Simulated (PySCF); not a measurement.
# CH₃FOSi: NMR shifts at several levels of theory, part 2 of 2

PySCF 2.14.0. Atoms count from 0. The steps go on from the part before.

## (10) Shielding tensors: LC-wPBE/pcSseg-2

Job settings and geometry (Å):

```
{"job": {"kind": "nmr", "xc": "LC-wPBE", "basis": "pcSseg-2", "pop": false}, "charge": 0, "multiplicity": 1}
O      1.759133    -0.980617    -0.158308
C      1.139680     0.055522    -0.166402
Si    -0.759079    -0.051576     0.100883
F     -1.411034     1.437374     0.053142
H      1.664636     1.038081    -0.324838
H     -1.014050    -0.654177     1.436251
H     -1.345187    -0.873877    -0.990555
```

Method: GIAO LC-wPBE/pcSseg-2 NMR shielding, non-relativistic, gas phase.

Log:

```text
coarse grid: 6744 points
cycle   1  E = -504.2033029045  dE =  2.961e-01  |g| = 9.775e-01  |ddm| = 1.891e+00
cycle   2  E = -504.0587121453  dE =  1.446e-01  |g| = 1.417e+00  |ddm| = 1.008e+00
cycle   3  E = -504.3866843942  dE = -3.280e-01  |g| = 8.606e-02  |ddm| = 6.135e-01
cycle   4  E = -504.3876058564  dE = -9.215e-04  |g| = 6.377e-02  |ddm| = 6.333e-02
cycle   5  E = -504.3882512843  dE = -6.454e-04  |g| = 1.079e-02  |ddm| = 3.496e-02
cycle   6  E = -504.3882913408  dE = -4.006e-05  |g| = 3.308e-03  |ddm| = 1.303e-02
cycle   7  E = -504.3882964913  dE = -5.150e-06  |g| = 8.864e-04  |ddm| = 5.551e-03
final grid: 62064 points
cycle   8  E = -504.3898065785  dE = -7.510e-05  |g| = 6.674e-03  |ddm| = 2.395e-02
cycle   9  E = -504.3898068717  dE = -2.931e-07  |g| = 6.554e-03  |ddm| = 4.132e-03
cycle  10  E = -504.3898120107  dE = -5.139e-06  |g| = 1.045e-03  |ddm| = 2.413e-03
cycle  11  E = -504.3898121882  dE = -1.775e-07  |g| = 3.181e-04  |ddm| = 4.773e-04
cycle  12  E = -504.3898122095  dE = -2.129e-08  |g| = 1.753e-04  |ddm| = 3.498e-04
cycle  13  E = -504.3898122164  dE = -6.979e-09  |g| = 3.662e-05  |ddm| = 1.247e-04
cycle  14  E = -504.3898122173  dE = -8.391e-10  |g| = 7.231e-06  |ddm| = 9.824e-05
converged SCF energy = -504.3898122173

GIAO shielding tensors (ppm)
atom      isotropic    diamagn.    paramagn.     s11        s22        s33       span
  0 O     -606.224     391.615    -997.839  -1710.963   -557.258    449.549   2160.512
  1 C      -75.424     250.735    -326.159   -212.272   -108.985     94.985    307.257
  2 Si     379.090     875.687    -496.597    304.315    362.719    470.235    165.920
  3 F      399.780     466.936     -67.156    380.598    406.933    411.809     31.210
  4 H       19.182      28.256      -9.074     12.905     21.009     23.632     10.727
  5 H       26.600      28.464      -1.864     23.639     25.737     30.424      6.785
  6 H       26.601      28.459      -1.858     23.636     25.737     30.430      6.794
```

It took 33 s on 1 thread of Arm Neoverse N1, shared host; peak memory 0.83 GiB.

Key values: δ C1 263.7, O0 938.9, Si2 -32.4, F3 -196.1, H4 12.14, H5 4.72 ppm (means over like atoms).

## (11) Shielding tensors: PBE0/STO-3G

The job, as its differences from that of step 10:

```diff
@@ -1,2 +1,2 @@
-{"job": {"kind": "nmr", "xc": "LC-wPBE", "basis": "pcSseg-2", "pop": false}, "charge": 0, "multiplicity": 1}
+{"job": {"kind": "nmr", "xc": "PBE0", "basis": "STO-3G", "pop": true}, "charge": 0, "multiplicity": 1}
 O      1.759133    -0.980617    -0.158308
```

Method: GIAO PBE0/STO-3G NMR shielding, non-relativistic, gas phase.

Log:

```text
coarse grid: 6744 points
cycle   1  E = -497.6626684229  dE =  3.210e-01  |g| = 6.905e-01  |ddm| = 3.271e+00
cycle   2  E = -497.2660314557  dE =  3.966e-01  |g| = 1.444e+00  |ddm| = 2.590e+00
cycle   3  E = -497.8423137865  dE = -5.763e-01  |g| = 9.195e-02  |ddm| = 1.599e+00
cycle   4  E = -497.8446468196  dE = -2.333e-03  |g| = 5.682e-02  |ddm| = 1.950e-01
cycle   5  E = -497.8455730479  dE = -9.262e-04  |g| = 5.829e-03  |ddm| = 6.560e-02
cycle   6  E = -497.8455819513  dE = -8.903e-06  |g| = 1.908e-03  |ddm| = 7.381e-03
final grid: 62064 points
cycle   7  E = -497.8054653551  dE =  2.035e-05  |g| = 1.056e-02  |ddm| = 1.802e-02
cycle   8  E = -497.8053792338  dE =  8.612e-05  |g| = 2.060e-02  |ddm| = 3.182e-02
cycle   9  E = -497.8054963939  dE = -1.172e-04  |g| = 1.586e-04  |ddm| = 2.103e-02
cycle  10  E = -497.8054964031  dE = -9.174e-09  |g| = 3.540e-05  |ddm| = 2.866e-04
cycle  11  E = -497.8054964035  dE = -3.906e-10  |g| = 1.220e-05  |ddm| = 7.068e-05
converged SCF energy = -497.8054964035

GIAO shielding tensors (ppm)
atom      isotropic    diamagn.    paramagn.     s11        s22        s33       span
  0 O     -439.243     383.019    -822.263  -1471.637   -332.202    486.109   1957.746
  1 C       68.810     256.724    -187.914    -33.296     65.182    174.544    207.840
  2 Si     563.117     867.770    -304.653    508.334    514.154    666.864    158.530
  3 F      541.933     454.230      87.702    381.201    597.027    647.570    266.369
  4 H       20.725      29.460      -8.735     12.975     24.566     24.635     11.660
  5 H       29.652      31.069      -1.417     26.014     27.235     35.708      9.693
  6 H       29.653      31.061      -1.408     26.011     27.238     35.710      9.699
```

Run time: 2.8 s. Hardware: 1 thread of Arm Neoverse N1, shared host; peak memory 0.44 GiB.

In short: δ C1 165.9, O0 781.0, Si2 -45.5, F3 -237.5, H4 11.88, H5 2.95 ppm (means over like atoms).

## (12) Shielding tensors: PBE0/6-31G

The job, as its differences from that of step 11:

```diff
@@ -1,2 +1,2 @@
-{"job": {"kind": "nmr", "xc": "PBE0", "basis": "STO-3G", "pop": true}, "charge": 0, "multiplicity": 1}
+{"job": {"kind": "nmr", "xc": "PBE0", "basis": "6-31G", "pop": true}, "charge": 0, "multiplicity": 1}
 O      1.759133    -0.980617    -0.158308
```

With the program's defaults for keys left out, this is: GIAO PBE0/6-31G NMR shielding, non-relativistic, gas phase.

Log:

```text
coarse grid: 6744 points
cycle   1  E = -503.8726751699  dE =  4.782e-01  |g| = 8.964e-01  |ddm| = 2.498e+00
cycle   2  E = -503.2973720082  dE =  5.753e-01  |g| = 1.915e+00  |ddm| = 2.455e+00
cycle   3  E = -504.0361075638  dE = -7.387e-01  |g| = 1.752e-01  |ddm| = 1.748e+00
cycle   4  E = -504.0406695491  dE = -4.562e-03  |g| = 8.674e-02  |ddm| = 1.980e-01
cycle   5  E = -504.0419828194  dE = -1.313e-03  |g| = 1.285e-02  |ddm| = 6.981e-02
cycle   6  E = -504.0420203501  dE = -3.753e-05  |g| = 4.281e-03  |ddm| = 1.248e-02
cycle   7  E = -504.0420243016  dE = -3.952e-06  |g| = 7.709e-04  |ddm| = 5.077e-03
final grid: 62064 points
cycle   8  E = -504.0133291219  dE =  5.508e-06  |g| = 8.686e-03  |ddm| = 1.027e-02
cycle   9  E = -504.0132733780  dE =  5.574e-05  |g| = 1.880e-02  |ddm| = 1.821e-02
cycle  10  E = -504.0133443033  dE = -7.093e-05  |g| = 6.179e-04  |ddm| = 1.305e-02
cycle  11  E = -504.0133443970  dE = -9.370e-08  |g| = 1.045e-04  |ddm| = 7.214e-04
cycle  12  E = -504.0133443984  dE = -1.437e-09  |g| = 5.316e-05  |ddm| = 1.167e-04
cycle  13  E = -504.0133443989  dE = -4.914e-10  |g| = 7.001e-06  |ddm| = 5.202e-05
converged SCF energy = -504.0133443989

GIAO shielding tensors (ppm)
atom      isotropic    diamagn.    paramagn.     s11        s22        s33       span
  0 O     -605.063     393.752    -998.815  -1721.748   -532.286    438.846   2160.594
  1 C      -34.451     256.974    -291.425   -147.862    -65.302    109.810    257.673
  2 Si     440.100     878.126    -438.027    368.417    411.342    540.540    172.122
  3 F      439.854     469.819     -29.966    398.120    425.599    495.842     97.723
  4 H       19.305      27.532      -8.227     12.071     21.760     24.083     12.012
  5 H       27.340      28.420      -1.080     23.724     26.028     32.268      8.545
  6 H       27.342      28.422      -1.080     23.723     26.030     32.273      8.551
```

It took 5.7 s on 1 thread of Arm Neoverse N1, shared host; peak memory 0.44 GiB.

Key values: δ C1 234.0, O0 923.6, Si2 4.6, F3 -262.5, H4 13.31, H5 5.27 ppm (means over like atoms).

## (13) Side by side: NMR shifts

Shifts (ppm), means over like atoms, with basis size and wall time:

```csv
run,C1,H4,H5,O0,Si2,F3,functions,time
PBE0/pcSseg-2,255.1,12.42,4.81,931.3,-39.8,-219.5,193,21 s
mPW1PW91/pcSseg-2,254.4,12.36,4.78,928.0,-40.5,-217.8,193,20 s
WP04/pcSseg-2,249.9,11.61,4.23,850.8,-50.7,-214.6,193,21 s
B97-2/pcSseg-2,248.3,12.28,4.72,894.0,-42.3,-218.1,193,21 s
BHandHLYP/pcSseg-2,252.4,11.96,4.60,932.9,-44.3,-197.9,193,21 s
CAM-B3LYP/pcSseg-2,259.2,12.21,4.73,936.0,-41.9,-208.9,193,27 s
wB97X-D/pcSseg-2,255.9,12.25,4.75,933.3,-40.3,-209.5,193,27 s
LC-wPBE/pcSseg-2,263.7,12.14,4.72,938.9,-32.4,-196.1,193,33 s
PBE0/STO-3G,165.9,11.88,2.95,781.0,-45.5,-237.5,27,2.8 s
PBE0/6-31G,234.0,13.31,5.27,923.6,4.6,-262.5,46,5.7 s
```

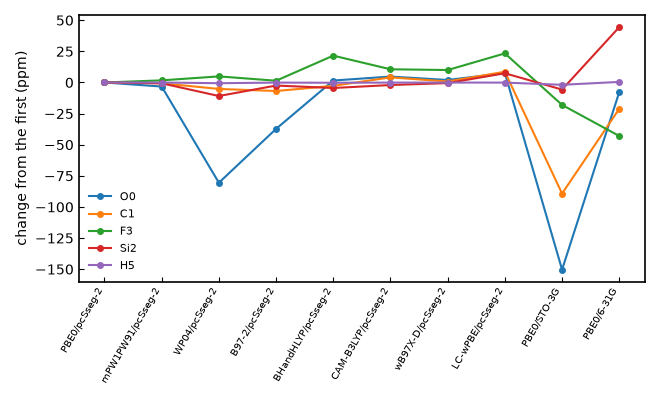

How five of the tabulated atoms move from run to run.

## (14) Summary of results

What follows sums up all 2 parts.

```
                                                              quantity                                             value
                                                           point group                                                Cs
                                  rotational constants (main isotopes)                             20.68, 3.11, 2.79 GHz
                                13C shifts against TMS (PBE0/pcSseg-2)                                         255.1 ppm
1H shifts against TMS (PBE0/pcSseg-2, means over atoms taken as alike)                                   12.42, 4.81 ppm
                                17O shifts against H2O (PBE0/pcSseg-2)                                         931.3 ppm
                               29Si shifts against TMS (PBE0/pcSseg-2)                                         -39.8 ppm
                              19F shifts against CFCl3 (PBE0/pcSseg-2)                                        -219.5 ppm
                                              range of the shift of O0                                781.0 to 938.9 ppm
                                         property runs in this session  10, of which 0 failed and 1 gave unsound results
```

Single values in the summary come from the first run of each kind that ended normally (PBE0/pcSseg-2), which need not be the best level. The optimisation took 6 steps and gained 0.160 eV; among the close pairs (by a distance rule), Si2–H6 changed most, from 1.432 to 1.487 Å. At PBE0/pcSseg-2: The largest span, 2122 ppm, is at O0, where the paramagnetic term is -995 ppm. In ppm, O0 moves most: its shift spreads over 157.9 ppm, from 781.0 (PBE0/STO-3G) to 938.9 (LC-wPBE/pcSseg-2). A minimal basis is unusable for shieldings, so that end is no result.
